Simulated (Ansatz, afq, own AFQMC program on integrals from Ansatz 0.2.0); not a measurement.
# SiGeH (quartet): quantum Monte Carlo beside coupled cluster at angle Si1–Ge2–H3 = 102.9°, cc-pVDZ

Aim: compute SiGeH (quartet) with auxiliary-field quantum Monte Carlo on the same integrals as coupled cluster, and set the energies side by side.

Computed with Ansatz 0.2.0, Gaussian basis, and an in-house AFQMC program (afq) on its integrals; all values are calculated. Level: cc-pVDZ, frozen cores.

The runs, in order: PBE (unrestricted); r2SCAN (unrestricted); PBE0 (unrestricted); B3LYP (unrestricted); wB97M-V (unrestricted); B2PLYP (unrestricted); CCSD(T) on UHF; CCSDT(Q) on UHF; Phaseless AFQMC, CISD trial on UHF; Phaseless AFQMC, single-determinant trial on UHF; Free-projection AFQMC, CISD trial on UHF; Phaseless AFQMC, CISD trial on UHF.

3 further runs of the same task are left out: 3 that didn't finish.

**1. The system**

The geometry derives from a PBE0/def2-TZVP stationary point (not a proven minimum). One angle is set to the value named; bond lengths are kept. No spin-orbit coupling is included. The filled d shell of Ge may be among the frozen orbitals whatever the setting's name suggests; the logs give the count.

3 atoms, charge 0, spin multiplicity 4.

Atoms are counted from 1 here; the program's logs count them from 0.

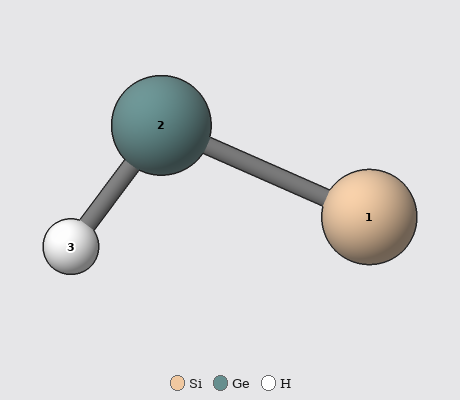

The geometry (silicon light orange, germanium teal, hydrogen white); atoms are numbered from 1 in the order of the file.

Coordinates:

| atom | x (Å) | y (Å) | z (Å) |
| --- | --- | --- | --- |
| Si1 | 0.0000 | 0.0946 | 1.7341 |
| Ge2 | 0.0000 | -0.0570 | -0.6551 |
| H3 | 0.0000 | 1.4696 | -1.1082 |

**2. PBE (unrestricted)**

The input, in.yaml:

```yaml
crystal:
  periodic: [false, false, false]
  atoms:
    - {symbol: Si, position_ang: [0.000000, 0.094620, 1.734140]}
    - {symbol: Ge, position_ang: [0.000000, -0.056976, -0.655110]}
    - {symbol: H, position_ang: [0.000000, 1.469573, -1.108179]}
basis:
  gaussian: {orbitals: cc-pVDZ}
magnetization: {spin_polarized: true, initial_magnetization: 3}
hamiltonian: {xc: {name: PBE}}
output: {orbitals: {seedname: orbitals}}
```

On the command line:

```bash
$ ansatz run in.yaml --threads 1 --pin off --events-out ev --progress --plain --max-ram 1382MiB
```

The log of the run:

```text
Functional definition: PBE
  name "PBE"
  cite "Perdew, Burke & Ernzerhof, Phys. Rev. Lett. 77, 3865 (1996) doi:10.1103/PhysRevLett.77.3865"
  parent pbe
  parameter kappa = 0.804
  parameter beta = 0.06672455060314922
  exchange = pbe_x(kappa = kappa, mu = beta*pi^2/3)
  correlation = pbe_c(beta = beta)
556 factors; integrals over basis functions are off by at most 1.2e-3 eV
mean field evaluation 1: about -64394.7329 eV, gradient 7.5e0 eV
mean field evaluation 2: about -64394.8684 eV, gradient 5.9e0 eV
mean field evaluation 4: about -64395.2050 eV, gradient 1.6e0 eV
mean field evaluation 8: about -64395.2298 eV, gradient 1.3e-2 eV
mean field evaluation 16: about -64393.8914 eV, gradient 5.2e0 eV
mean field evaluation 32: about -64395.2298 eV, gradient 1.2e-5 eV
mean field -64395.22976010 eV, -2366.4810450293 hartree, gradient 1.2e-5 eV, S^2 3.752489; 5 other end points of the search recorded, 0 dependent functions left out
reference -64395.22979074 eV, -2366.4810461552 hartree; 25, 22 occupied and 25, 28 virtual orbitals, 556 factors
Total energy: -64395.22979074 eV, -2366.4810461552 hartree
```

Wall time 2.4 s (1 thread of Arm Neoverse V2, shared host).

From the report: ⟨S²⟩ of the determinant 3.752 (pure quartet: 3.75).

**3. r2SCAN (unrestricted)**

in.yaml, as its differences from that of step 2:

```diff
@@ -9,3 +9,2 @@
 magnetization: {spin_polarized: true, initial_magnetization: 3}
-hamiltonian: {xc: {name: PBE}}
-output: {orbitals: {seedname: orbitals}}
+hamiltonian: {xc: {name: r2SCAN}}
```

Launched as before.

The log of the run, cut to the lines that bear on the results:

```text
Functional definition: r2SCAN
  name "r2SCAN"
  cite "Furness, Kaplan, Ning, Perdew & Sun, J. Phys. Chem. Lett. 11, 8208 (2020) doi:10.1021/acs.jpclett.0c02405"
  cite "Furness, Kaplan, Ning, Perdew & Sun, J. Phys. Chem. Lett. 11, 9248 (2020) doi:10.1021/acs.jpclett.0c03077"
  parent r2scan
[...]
556 factors; integrals over basis functions are off by at most 1.2e-3 eV
[...]
mean field -64406.67050394 eV, -2366.9014846104 hartree, gradient 2.5e-5 eV, S^2 3.756415; 5 other end points of the search recorded, 0 dependent functions left out
reference -64406.67051387 eV, -2366.9014849754 hartree; 25, 22 occupied and 25, 28 virtual orbitals, 556 factors
Total energy: -64406.67051387 eV, -2366.9014849754 hartree
```

It took 6.5 s on 1 thread of Arm Neoverse V2, shared host.

From the report: ⟨S²⟩ of the determinant 3.756 (pure quartet: 3.75).

**4. PBE0 (unrestricted)**

in.yaml, as its differences from that of step 3:

```diff
@@ -9,2 +9,3 @@
 magnetization: {spin_polarized: true, initial_magnetization: 3}
-hamiltonian: {xc: {name: r2SCAN}}
+hamiltonian: {xc: {name: PBE0}}
+output: {orbitals: {seedname: orbitals}}
```

The command is unchanged.

The log of the run:

```text
Functional definition: PBE0
  name "PBE0"
  cite "Adamo & Barone, J. Chem. Phys. 110, 6158 (1999) doi:10.1063/1.478522"
  cite "Perdew, Burke & Ernzerhof, Phys. Rev. Lett. 77, 3865 (1996) doi:10.1103/PhysRevLett.77.3865"
  parent pbe
  parameter a = 0.25
  parameter kappa = 0.804
  parameter beta = 0.06672455060314922
  exchange = (1 - a)*pbe_x(kappa = kappa, mu = beta*pi^2/3) + a*exact_x
  correlation = pbe_c(beta = beta)
556 factors; integrals over basis functions are off by at most 1.2e-3 eV
mean field evaluation 1: about -64397.0304 eV, gradient 5.2e0 eV
mean field evaluation 2: about -64397.2366 eV, gradient 2.7e0 eV
mean field evaluation 4: about -64397.3119 eV, gradient 5.7e-1 eV
mean field evaluation 8: about -64397.3255 eV, gradient 2.4e-2 eV
mean field evaluation 16: about -64397.3255 eV, gradient 4.8e-5 eV
mean field -64397.32550649 eV, -2366.5580622886 hartree, gradient 4.8e-5 eV, S^2 3.755288; 3 other end points of the search recorded, 0 dependent functions left out
reference -64397.32552949 eV, -2366.5580631339 hartree; 25, 22 occupied and 25, 28 virtual orbitals, 556 factors
Total energy: -64397.32552949 eV, -2366.5580631339 hartree
```

It took 2.1 s on 1 thread of Arm Neoverse V2, shared host.

From the report: ⟨S²⟩ of the determinant 3.755 (pure quartet: 3.75).

**5. B3LYP (unrestricted)**

in.yaml, as its differences from that of step 4:

```diff
@@ -9,3 +9,2 @@
 magnetization: {spin_polarized: true, initial_magnetization: 3}
-hamiltonian: {xc: {name: PBE0}}
-output: {orbitals: {seedname: orbitals}}
+hamiltonian: {xc: {name: B3LYP}}
```

Same command.

The log of the run, cut to the lines that bear on the results:

```text
Functional definition: B3LYP
  name "B3LYP"
  cite "Stephens, Devlin, Chabalowski & Frisch, J. Phys. Chem. 98, 11623 (1994) doi:10.1021/j100096a001"
  cite "Becke, Phys. Rev. A 38, 3098 (1988) doi:10.1103/PhysRevA.38.3098"
  cite "Lee, Yang & Parr, Phys. Rev. B 37, 785 (1988) doi:10.1103/PhysRevB.37.785"
  cite "Vosko, Wilk & Nusair, Can. J. Phys. 58, 1200 (1980) doi:10.1139/p80-159"
[...]
556 factors; integrals over basis functions are off by at most 1.2e-3 eV
[...]
mean field -64409.52380227 eV, -2367.0063413902 hartree, gradient 1.7e-5 eV, S^2 3.753536; 2 other end points of the search recorded, 0 dependent functions left out
reference -64409.52399965 eV, -2367.0063486439 hartree; 25, 22 occupied and 25, 28 virtual orbitals, 556 factors
Total energy: -64409.52399965 eV, -2367.0063486439 hartree
```

It took 2 s on 1 thread of Arm Neoverse V2, shared host.

From the report: ⟨S²⟩ of the determinant 3.754 (pure quartet: 3.75).

**6. wB97M-V (unrestricted)**

in.yaml, as its differences from that of step 5:

```diff
@@ -9,2 +9,3 @@
 magnetization: {spin_polarized: true, initial_magnetization: 3}
-hamiltonian: {xc: {name: B3LYP}}
+hamiltonian: {xc: {name: wB97M-V}}
+output: {orbitals: {seedname: orbitals}}
```

Same command.

The log of the run, cut to the lines that bear on the results:

```text
Functional definition: wB97M-V
  name "wB97M-V"
  cite "Mardirossian & Head-Gordon, J. Chem. Phys. 144, 214110 (2016) doi:10.1063/1.4952647"
  cite "Becke, J. Chem. Phys. 107, 8554 (1997) doi:10.1063/1.475007"
  cite "Vydrov & Van Voorhis, J. Chem. Phys. 133, 244103 (2010) doi:10.1063/1.3521275"
  # Of w^i u^j: cxij and so on, Table III.
[...]
  gx(w, u) = 1 - cx + cx01*u + cx10*w
  gss(w, u) = css00 + css04*u^4 + css10*w + css20*w^2 + css43*w^4*u^3
  gos(w, u) = cos00 + cos10*w + (cos20 + cos21*u)*w^2 + (cos60 + cos61*u)*w^6
[...]
      + integral(e_c_pw_mod_opposite_spin*gos(b97_w_opposite, b97_u_opposite)) + vv10(b, c)
556 factors; integrals over basis functions are off by at most 1.2e-3 eV
163 factors; integrals over basis functions are off by at most 8.1e-6 eV
[...]
mean field -64403.89472136 eV, -2366.7994764822 hartree, gradient 4.8e-5 eV, S^2 3.756924; 3 other end points of the search recorded, 0 dependent functions left out
reference -64403.89475144 eV, -2366.7994775875 hartree; 25, 22 occupied and 25, 28 virtual orbitals, 556 factors
Total energy: -64403.89475144 eV, -2366.7994775875 hartree
```

Wall time 9.5 s (1 thread of Arm Neoverse V2, shared host).

From the report: ⟨S²⟩ of the determinant 3.757 (pure quartet: 3.75).

**7. B2PLYP (unrestricted)**

in.yaml, as its differences from that of step 6:

```diff
@@ -9,3 +9,3 @@
 magnetization: {spin_polarized: true, initial_magnetization: 3}
-hamiltonian: {xc: {name: wB97M-V}}
-output: {orbitals: {seedname: orbitals}}
+hamiltonian: {xc: {name: B2PLYP}}
+correlation: {electrons: outside_noble_gas}
```

Launched as before.

The log of the run, cut to the lines that bear on the results:

```text
Functional definition: B2PLYP
  name "B2PLYP"
  cite "Grimme, J. Chem. Phys. 124, 034108 (2006) doi:10.1063/1.2148954"
  cite "Becke, Phys. Rev. A 38, 3098 (1988) doi:10.1103/PhysRevA.38.3098"
  cite "Lee, Yang & Parr, Phys. Rev. B 37, 785 (1988) doi:10.1103/PhysRevB.37.785"
[...]
556 factors; integrals over basis functions are off by at most 1.2e-3 eV
[...]
mean field -64391.61746397 eV, -2366.3482955948 hartree, gradient 7.1e-6 eV, S^2 3.759792; 4 other end points of the search recorded, 0 dependent functions left out
19 core orbitals not correlated: weight in the atoms' cores, before any rotation towards them, 0.999 or more for the frozen orbitals, at most 0.000 for the correlated occupied ones
reference -64391.61758936 eV, -2366.3483002030 hartree; 6, 3 occupied and 25, 28 virtual orbitals, 556 factors
second order -4.68093723 eV of doubles, -0.00000000 eV of singles
Total energy: -64392.88144241 eV, -2366.3947459461 hartree
```

It took 2.7 s on 1 thread of Arm Neoverse V2, shared host.

From the report: ⟨S²⟩ of the determinant 3.760 (pure quartet: 3.75).

**8. CCSD(T) on UHF**

in.yaml, as its differences from that of step 7:

```diff
@@ -9,3 +9,2 @@
 magnetization: {spin_polarized: true, initial_magnetization: 3}
-hamiltonian: {xc: {name: B2PLYP}}
-correlation: {electrons: outside_noble_gas}
+correlation: {method: ccsd_t, electrons: outside_noble_gas, hamiltonian_folder: ham}
```

The command is unchanged.

The log of the run, cut to the lines that bear on the results:

```text
Functional definition: HF
  name "HF"
  cite "Fock, Z. Phys. 61, 126 (1930) doi:10.1007/BF01340294"
  parent pbe
[...]
556 factors; integrals over basis functions are off by at most 1.2e-3 eV
[...]
mean field -64348.17182290 eV, -2364.7516977341 hartree, gradient 2.1e-6 eV, S^2 3.775852; 12 other end points of the search recorded, 0 dependent functions left out
determinant -64348.17182290 eV, -2364.7516977341 hartree, with singles and doubles -64352.66994559 eV, -2364.9170006942 hartree
determinant -64347.56061351 eV, -2364.7292362035 hartree, with singles and doubles -64351.72020758 eV, -2364.8820984659 hartree
determinant -64345.88984220 eV, -2364.6678364901 hartree, with singles and doubles -64350.54907451 eV, -2364.8390601196 hartree
determinant -64345.79088400 eV, -2364.6641998435 hartree, with singles and doubles -64350.43524684 eV, -2364.8348770296 hartree
determinant -64345.27435964 eV, -2364.6452179232 hartree, with singles and doubles -64350.16621508 eV, -2364.8249902951 hartree
19 core orbitals not correlated: weight in the atoms' cores, before any rotation towards them, 1.000 or more for the frozen orbitals, at most 0.000 for the correlated occupied ones
reference -64348.17182290 eV, -2364.7516977341 hartree; 6, 3 occupied and 25, 28 virtual orbitals, 556 factors
second order -3.55113807 eV of doubles, -0.00000000 eV of singles
cycle   1  -4.49811272 eV  change    1.0e-5 eV  update   2.0e-3
[...]
cycle   9  -4.49890189 eV  change   -1.4e-6 eV  update   3.1e-6
perturbative correction -0.18299101 eV, -0.0067247955 hartree
Total energy: -64352.85371580 eV, -2364.9237541248 hartree
```

It took 7.5 s on 1 thread of Arm Neoverse V2, shared host.

From the report: ⟨S²⟩ of the determinant 3.776 (pure quartet: 3.75); correlation -4.6819 eV; T1 0.025; largest double amplitude 0.10.

This run also writes the integrals to the folder ham.

**9. CCSDT(Q) on UHF**

in.yaml, as its differences from that of step 8:

```diff
@@ -9,2 +9,2 @@
 magnetization: {spin_polarized: true, initial_magnetization: 3}
-correlation: {method: ccsd_t, electrons: outside_noble_gas, hamiltonian_folder: ham}
+correlation: {method: ccsdt_q, electrons: outside_noble_gas}
```

The command is unchanged.

The log of the run, cut to the lines that bear on the results:

```text
Functional definition: HF
  name "HF"
  cite "Fock, Z. Phys. 61, 126 (1930) doi:10.1007/BF01340294"
  parent pbe
[...]
976 factors; integrals over basis functions are off by at most 1.5e-7 eV
[...]
mean field -64348.17190579 eV, -2364.7517007804 hartree, gradient 4.0e-6 eV, S^2 3.775852; 12 other end points of the search recorded, 0 dependent functions left out
determinant -64348.17190579 eV, -2364.7517007804 hartree, with singles and doubles -64352.67003146 eV, -2364.9170038498 hartree
determinant -64347.56069404 eV, -2364.7292391628 hartree, with singles and doubles -64351.72029252 eV, -2364.8821015876 hartree
determinant -64345.88991628 eV, -2364.6678392126 hartree, with singles and doubles -64350.54914741 eV, -2364.8390627984 hartree
determinant -64345.79097288 eV, -2364.6642031096 hartree, with singles and doubles -64350.43533235 eV, -2364.8348801722 hartree
determinant -64345.27444423 eV, -2364.6452210319 hartree, with singles and doubles -64350.16627786 eV, -2364.8249926022 hartree
19 core orbitals not correlated: weight in the atoms' cores, before any rotation towards them, 1.000 or more for the frozen orbitals, at most 0.000 for the correlated occupied ones
reference -64348.17190579 eV, -2364.7517007804 hartree; 6, 3 occupied and 25, 28 virtual orbitals, 976 factors
second order -3.55115181 eV of doubles, -0.00000000 eV of singles
cycle   1  -4.19807133 eV  change   -6.5e-1 eV  update   9.1e-2
[...]
cycle  19  -4.72778677 eV  change   -6.3e-7 eV  update   5.0e-7
perturbative correction -0.01287390 eV, -0.0004731072 hartree
Total energy: -64352.91256647 eV, -2364.9259168469 hartree
```

It took 17 s on 1 thread of Arm Neoverse V2, shared host.

From the report: ⟨S²⟩ of the determinant 3.776 (pure quartet: 3.75); correlation -4.7407 eV; T1 0.028; largest double amplitude 0.14.

(Part 1 of 2 ends here.)
